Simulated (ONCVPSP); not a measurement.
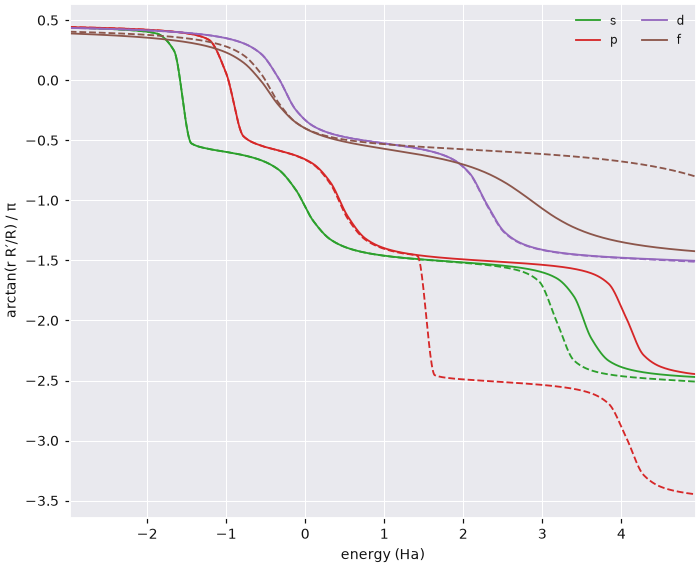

**Figure 1.** Unwrapped phase arctan(r R′/R) in units of π against energy, all-electron (solid) and pseudo (dashed); the pseudo phase is matched to the all-electron one at the reference energy. Here R(r) is the radial function. A near-vertical step is a level narrower than the spacing of the points behind the curves.

- Ghost states: Going away from the reference energies, the phases part by more than π/2 in: s at about 3.3 Ha (above its reference energy, pseudo phase lower); p at about 1.5 Ha (above its reference energy, pseudo phase lower, at the flagged ghost); f at about 3.1 Ha (above its reference energy, pseudo phase higher). Such a step is either a state that only one of the two atoms has or an ordinary level shifted in energy. The separate test gives: GHOST(-) flagged for s at -191.4 eV; GHOST(+) flagged for p at 44.2 eV, d at 158.8 eV. The bound ghosts lie below the range of the plot.
- Range over which the phases agree within 0.05 rad: s: up to about 2.6 Ha; p: up to about 0.3 Ha; d: over the whole range drawn; f: between about -0.3 and 0.5 Ha.
- First channel to depart above its reference energy: the f channel: its phase error passes 0.05 rad 0.5 Ha above its reference energy, against 1.2 Ha for p.

**Pm: pseudopotential generation**

System: promethium (Pm, Z = 61), core [Kr] 4d10, reference valence 4f5 5s2 5p6 6s2, valence charge 15.
Method: ONCV potential, PBE, scalar-relativistic, made with ONCVPSP 4.0.1.

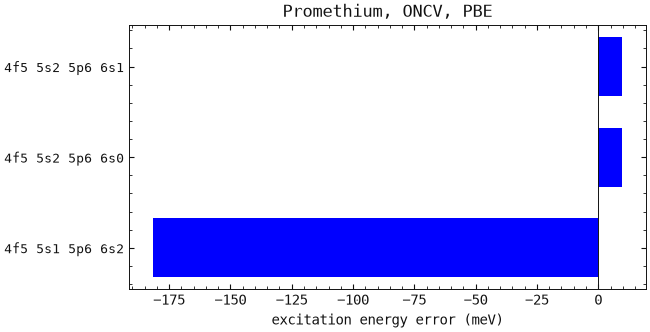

**Figure 2.** Errors, all-electron minus pseudo, of the energies of valence configurations relative to the unpolarised reference 4f5 5s2 5p6 6s2. Not all tests gave a result: 1 of 4 tests not solved.

- Worst configuration: 4f5 5s1 5p6 6s2 (charge +1): the error is -182 meV on an all-electron energy of +47.23 eV relative to the reference, or 0.38 %.
- Errors in meV: 4f5 5s2 5p6 6s1: +9.9; 4f5 5s2 5p6 6s0: +9.7; 4f5 5s1 5p6 6s2: -182.
- Configurations within 10 meV and within 50 meV: 2 and 2 of 3. The potential isn't sound: its ghost test gives GHOST(-) flagged for s at -191.4 eV; GHOST(+) flagged for p at 44.2 eV, d at 158.8 eV.

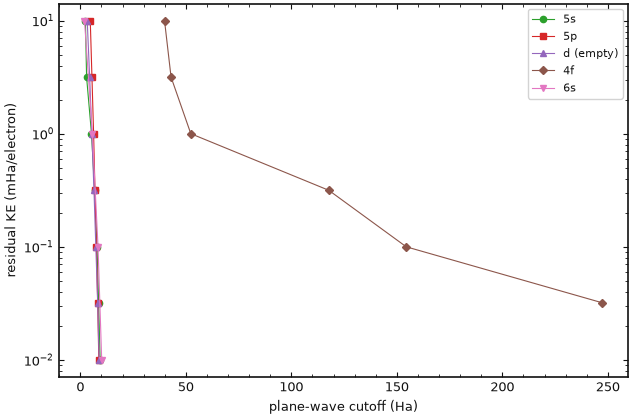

**Figure 3.** Residual kinetic energy of the pseudo-waves (the first of each channel, and further valence shells) beyond the plane-wave cutoff, as the generator prints it.

- Cutoffs for the occupied states: 52 Ha for 1 mHa and 154 Ha for 0.1 mHa per electron. The first is set by 4f.
- Cutoffs for 1 mHa per electron: 4f: 52 Ha; 5p: 6.3 Ha; 6s: 5.7 Ha; d (empty): 5.5 Ha; 5s: 5.3 Ha.
- Hardest wave at 1 mHa per electron: 4f, with rc = 1.50 bohr and qcut = 9.5 1/bohr. The optimisation minimises, but can't always remove, the kinetic energy above qcut²/2 = 45.1 Ha, and a larger rc would as a rule soften the wave at some cost in transferability.

These pictures come from the run below.

**Input file**
```
# ATOM AND REFERENCE CONFIGURATION
# atsym  z   nc   nv     iexc    psfile
  Pm 61.00    9    4        4      upf
#
#   n    l    f
    1    0    2.00
    2    0    2.00
    2    1    6.00
    3    0    2.00
    3    1    6.00
    3    2   10.00
    4    0    2.00
    4    1    6.00
    4    2   10.00
    4    3    5.00
    5    0    2.00
    5    1    6.00
    6    0    2.00
#
# PSEUDOPOTENTIAL AND OPTIMIZATION
# lmax
    3
#
#   l,   rc,      ep,       ncon, nbas, qcut
    0    2.80    0.00    4    7    4.90
    1    2.85    0.00    4    9    5.90
    2    2.50    0.45    4    8    4.50
    3    1.50    0.00    4    9    9.50
#
# LOCAL POTENTIAL
# lloc, lpopt,  rc(5),   dvloc0
    3    5    1.50    0.00
#
# VANDERBILT-KLEINMAN-BYLANDER PROJECTORs
# l, nproj, debl
    0    2    1.20
    1    2    3.90
    2    2    0.50
    3    0    3.40
#
# MODEL CORE CHARGE
# icmod, fcfact, rcfact
    3    4.50    1.40
#
# LOG DERIVATIVE ANALYSIS
# epsh1, epsh2, depsh
   -3.00    5.00    0.02
#
# OUTPUT GRID
# rlmax, drl
    6.00    0.01
#
# TEST CONFIGURATIONS
# ncnf
    4
# nvcnf
#   n    l    f
    4
    4    3    5.00
    5    0    2.00
    5    1    6.00
    6    0    1.00
#
    4
    4    3    5.00
    5    0    2.00
    5    1    6.00
    6    0    0.00
#
    4
    4    3    4.00
    5    0    2.00
    5    1    6.00
    6    0    0.00
#
    4
    4    3    5.00
    5    0    1.00
    5    1    6.00
    6    0    2.00
#
```

Launched with:
```bash
oncvpsp.x < Pm.dat > Pm.out
```

**The program's output (extracts)**
```
ONCVPSP  (Optimized Norm-Conservinng Vanderbilt PSeudopotential)
scalar-relativistic version 4.0.1

#   n    l    f        energy (Ha)
    1    0    2.00    -1.6546205E+03
    2    0    2.00    -2.6901893E+02
    2    1    6.00    -2.4022769E+02
    3    0    2.00    -5.8664061E+01
    3    1    6.00    -4.9625109E+01
    3    2   10.00    -3.7242315E+01
    4    0    2.00    -1.1664067E+01
    4    1    6.00    -8.6984971E+00
    4    2   10.00    -4.5112857E+00
    4    3    5.00    -7.9117544E-02
    5    0    2.00    -1.5387949E+00
    5    1    6.00    -8.3317548E-01
    6    0    2.00    -1.3017728E-01

Reference configufation results
  iterations    37
  all-electron total energy (Ha)   -1.00205662D+04

Begin loop to  construct optimized pseudo wave functions
and semi-local pseudopoentials for all angular momenta

Calculating optimized projector #   1

 for l=   0

    Fraction of norm inside rc  0.988246
    Optimizing pswf for qcut=   4.90 a_B^-1,  ecut=  12.03 Ha
    Residual kinetic energy error=  8.00D-08 Ha

    Energy error per electron        Cutoff
         Ha          eV             Ha
         0.01000     0.27211        2.42
         0.00100     0.02721        5.30
         0.00010     0.00272        7.95
         0.00001     0.00027        9.38

Calculating optimized projector #   2

 for l=   0

    Fraction of norm inside rc  0.127108
    Optimizing pswf for qcut=   4.90 a_B^-1,  ecut=  12.03 Ha
    Residual kinetic energy error=  4.36D-07 Ha

    Energy error per electron        Cutoff
         Ha          eV             Ha
         0.01000     0.27211        1.97
         0.00100     0.02721        5.73
         0.00010     0.00272        8.39
         0.00001     0.00027       10.13

   Wellstate for l =  1  n =  9
     eigenvalue =   3.0668
     asymptotic potential =   3.5668
     half-point radius =  5.3357

Calculating optimized projector #   1

 for l=   1

    Fraction of norm inside rc  0.954428
    Optimizing pswf for qcut=   5.90 a_B^-1,  ecut=  17.43 Ha
    Residual kinetic energy error=  9.98D-10 Ha

    Energy error per electron        Cutoff
         Ha          eV             Ha
         0.01000     0.27211        4.71
         0.00100     0.02721        6.30
         0.00010     0.00272        7.62
         0.00001     0.00027        8.77

Calculating optimized projector #   2

 for l=   1

    Fraction of norm inside rc  0.127712
    Optimizing pswf for qcut=   5.90 a_B^-1,  ecut=  17.43 Ha
    Residual kinetic energy error=  4.26D-07 Ha

    Energy error per electron        Cutoff
         Ha          eV             Ha
         0.01000     0.27211        5.55
         0.00100     0.02721        8.00
         0.00010     0.00272       13.52
         0.00001     0.00027       15.65

WARNING wellstate: moderately localized bound state found for n= 5 l=  2
WARNING scattering state with energy  0.05000000
WARNING will be used for the first projector

   Wellstate for l =  2  n =  6
     eigenvalue =   0.0500
     asymptotic potential =   0.5500
     half-point radius = 24.4751

   Wellstate for l =  2  n =  6
     eigenvalue =   0.5500
     asymptotic potential =   1.0500
     half-point radius =  5.1049

Calculating optimized projector #   1

 for l=   2

    Fraction of norm inside rc  0.067200
    Optimizing pswf for qcut=   4.51 a_B^-1,  ecut=  10.16 Ha
    Residual kinetic energy error=  1.44D-06 Ha

    Energy error per electron        Cutoff
         Ha          eV             Ha
         0.01000     0.27211        3.27
         0.00100     0.02721        5.46
         0.00010     0.00272        7.36
         0.00001     0.00027        8.92

Calculating optimized projector #   2

 for l=   2

    Fraction of norm inside rc  0.237027
    Optimizing pswf for qcut=   4.51 a_B^-1,  ecut=  10.16 Ha
    Residual kinetic energy error=  1.23D-05 Ha

    Energy error per electron        Cutoff
         Ha          eV             Ha
         0.01000     0.27211        5.44
         0.00100     0.02721        7.36
         0.00010     0.00272        8.88
         0.00001     0.00027       10.49

Calculating optimized projector #   1

 for l=   3

    Fraction of norm inside rc  0.815842
    Optimizing pswf for qcut=   9.50 a_B^-1,  ecut=  45.12 Ha
    Residual kinetic energy error=  1.47D-03 Ha

    Energy error per electron        Cutoff
         Ha          eV             Ha
         0.01000     0.27211       39.90
         0.00100     0.02721       52.36
         0.00010     0.00272      154.47

Construct Vanderbilt / Kleinmman-Bylander projectors

B matrix Hermiticity error, ll=   0
   1   2    9.6316E-05

  Orthonormal projector coefficients  1.5469E+01  2.2975E+00

B matrix Hermiticity error, ll=   1
   1   2   -2.6434E-04

  Orthonormal projector coefficients  1.3598E+01  6.4123E+00

B matrix Hermiticity error, ll=   2
   1   2   -1.2325E-05

  Orthonormal projector coefficients  1.4841E+01  2.8690E+00

Model core correction analysis
  based on d2Exc/dn_idn_j

d2excae - all-electron derivatives

   -1.751600D-02   -1.310391D-02   -1.026984D-02   -1.712284D-03
   -1.310361D-02   -2.568116D-02   -2.237371D-02   -1.511133D-03
   -1.026956D-02   -2.237367D-02   -2.271337D-02   -2.631202D-03
   -1.711890D-03   -1.510661D-03   -2.630200D-03   -2.579553D-02

d2excps - pseudofunction derivatives with no core correction

   -4.157871D-02   -2.559797D-02   -1.694672D-02   -2.558625D-03
   -2.559721D-02   -2.994599D-02   -2.172039D-02   -2.007479D-03
   -1.694701D-02   -2.172022D-02   -2.292635D-02   -2.659520D-03
   -2.558323D-03   -2.006816D-03   -2.658514D-03   -2.585641D-02

rms 2nd derivative error    7.911199E-03

rmatch, rhocmatch    0.9658   10.9359

Teter function model core charge with specified parameters

d2excps - pseudofunction derivatives with core correction

   -2.576386D-02   -1.760675D-02   -1.300993D-02   -1.964612D-03
   -1.760678D-02   -1.958988D-02   -1.828964D-02   -1.238569D-03
   -1.300977D-02   -1.828943D-02   -2.082557D-02   -2.449792D-03
   -1.964230D-03   -1.238079D-03   -2.448783D-03   -2.579358D-02

rms 2nd derivative error    3.517529E-03

Pseudoatom total energy  -68.580024

Diagnostic tests using Vanderbilt-Kleinman-Bylander pseudopotentials
  1 or more projectors used as specified by nproj input data

   l    rcore       rmatch      e in        delta e   norm test  slope test

   0   2.8011677   2.8862172  -1.5387949   0.0000007   1.0001325   1.0001206
   0   2.8011677   2.8862172  -0.1301773   0.0000003   1.0000118   1.0000088

   1   2.8518918   2.9384814  -0.8331755  -0.0000000   1.0000183   1.0000165
   1   2.8518918   2.9384814   3.0668245   0.0000234   0.9999545   0.9999545

   2   2.5002156   2.5761276   0.0500000   0.0000014   1.0000740   1.0000740
   2   2.5002156   2.5761276   0.5500000   0.0000016   1.0001199   1.0001199

   3   1.5036581   1.5493125  -0.0791175   0.0000028   1.0000096   0.9999955

 Testing for bound ghosts
   n   l    E NL Schr. Eq   E Basis Diag.   E Cutoff

       0                       -7.033819     24.44  WARNING - GHOST(-)
   1   0       -1.538794       -1.523671     24.44
   2   0       -0.130177       -0.121243     24.44

   2   1       -0.833176       -0.829560     48.85

   3   2       -0.066263       -0.058209     55.12

 Testing for highly-localized positive-energy ghosts
       l    <radius>/rc     E Basis Diag.   E Cutoff

       1        0.382243        1.624669     48.85  WARNING - GHOST(+)

       2        0.733048        5.834465     55.12  WARNING - GHOST(+)

Test configuration 0

   n   l     f        eae           eps        diff
   1   0  2.0000-1654.62048062
   2   0  2.0000 -269.01893311
   2   1  6.0000 -240.22769498
   3   0  2.0000  -58.66406066
   3   1  6.0000  -49.62510933
   3   2 10.0000  -37.24231527
   4   0  2.0000  -11.66406730
   4   1  6.0000   -8.69849714
   4   2 10.0000   -4.51128569
   4   3  5.0000   -0.07911754   -0.07911478    2.77D-06
   5   0  2.0000   -1.53879494   -1.53879419    7.45D-07
   5   1  6.0000   -0.83317548   -0.83317550   -1.87D-08
   6   0  2.0000   -0.13017728   -0.13017700    2.86D-07

    Total energies and differences
      AE_ref= -1.00205662D+04  AE_tst= -1.00205662D+04  dif=  0.00D+00
      PS_ref= -6.85800244D+01  PS_tst= -6.85800244D+01  dif=  2.98D-13
      PSP excitation error= -2.98D-13

Test configuration 1

   n   l     f        eae           eps        diff
   1   0  2.0000-1654.84206481
   2   0  2.0000 -269.23945491
   2   1  6.0000 -240.44835770
   3   0  2.0000  -58.88320793
   3   1  6.0000  -49.84428540
   3   2 10.0000  -37.46161838
   4   0  2.0000  -11.88371309
   4   1  6.0000   -8.91833773
   4   2 10.0000   -4.73143928
   4   3  5.0000   -0.29959367   -0.30039347   -8.00D-04
   5   0  2.0000   -1.76174429   -1.76135728    3.87D-04
   5   1  6.0000   -1.05558697   -1.05523580    3.51D-04
   6   0  1.0000   -0.30540533   -0.30535095    5.44D-05

    Total energies and differences
      AE_ref= -1.00205662D+04  AE_tst= -1.00203499D+04  dif=  2.16D-01
      PS_ref= -6.85800244D+01  PS_tst= -6.83641143D+01  dif=  2.16D-01
      PSP excitation error=  3.63D-04

Test configuration 2

   n   l     f        eae           eps        diff
   1   0  2.0000-1655.10355093
   2   0  2.0000 -269.49922822
   2   1  6.0000 -240.70831965
   3   0  2.0000  -59.14099417
   3   1  6.0000  -50.10211002
   3   2 10.0000  -37.71962602
   4   0  2.0000  -12.14207123
   4   1  6.0000   -9.17693705
   4   2 10.0000   -4.99040636
   4   3  5.0000   -0.55824822   -0.56044809   -2.20D-03
   5   0  2.0000   -2.02301919   -2.02246046    5.59D-04
   5   1  6.0000   -1.31466065   -1.31387469    7.86D-04

    Total energies and differences
      AE_ref= -1.00205662D+04  AE_tst= -1.00199479D+04  dif=  6.18D-01
      PS_ref= -6.85800244D+01  PS_tst= -6.79620474D+01  dif=  6.18D-01
      PSP excitation error=  3.58D-04

Test configuration 3

psatom: WARNING lschvkbb convergence error n,l,iter=   4   3   3
ea(ii),et,emin,emax -7.911478E-02 -8.702626E-02 -8.702626E-02 -8.702626E-02
run_config: WARNING for fully non-local PS atom, stg. 1
 WARNING no output for configuration 4

Test configuration 4

   n   l     f        eae           eps        diff
   1   0  2.0000-1655.07516010
   2   0  2.0000 -269.46080356
   2   1  6.0000 -240.67089847
   3   0  2.0000  -59.09238307
   3   1  6.0000  -50.05369641
   3   2 10.0000  -37.67209530
   4   0  2.0000  -12.09559242
   4   1  6.0000   -9.13134368
   4   2 10.0000   -4.94528746
   4   3  5.0000   -0.49970898   -0.52155144   -2.18D-02
   5   0  1.0000   -1.94565141   -1.96011996   -1.45D-02
   5   1  6.0000   -1.21911386   -1.22319792   -4.08D-03
   6   0  2.0000   -0.36068233   -0.36106520   -3.83D-04

    Total energies and differences
      AE_ref= -1.00205662D+04  AE_tst= -1.00188305D+04  dif=  1.74D+00
      PS_ref= -6.85800244D+01  PS_tst= -6.68375749D+01  dif=  1.74D+00
      PSP excitation error= -6.68D-03
```

**Results in brief**

- outcome: generated, with a ghost state
- cutoffs needed: 52 Ha and 154 Ha (the cutoffs at which the residual kinetic energy of the hardest occupied pseudo-wave falls to 1 and 0.1 mHa per electron)
- ghost test: GHOST(-) flagged for s at -191.4 eV; GHOST(+) flagged for p at 44.2 eV, d at 158.8 eV
- configuration tests: 1 of 4 tests not solved
- rms error of d²Exc/dni dnj: 7.91 mHa without and 3.52 mHa with the model core
- largest excitation error among the tests solved: -182 meV (all-electron minus pseudo) for 4f5 5s1 5p6 6s2
- clearest signs, in the scattering phases, of states that the all-electron atom lacks: p near 1.6 Ha
- range over which the phases arctan(r R′/R) at the test radius agree within 0.05 rad (a looser test near the poles than one of phase shifts): s: up to about 2.6 Ha; p: up to about 0.3 Ha; d: over the whole range computed; f: between about -0.3 and 0.5 Ha
- hardware: 1 CPU thread, shared host
- wall time: 4.5 s

**Remarks**

The potential has a bound ghost state, so it can't be used as it stands. Warnings of the program, in the generation or the tests: wellstate: moderately localized bound state found for n= 5 l= 2; psatom: WARNING lschvkbb convergence error n,l,iter= 4 3 3.
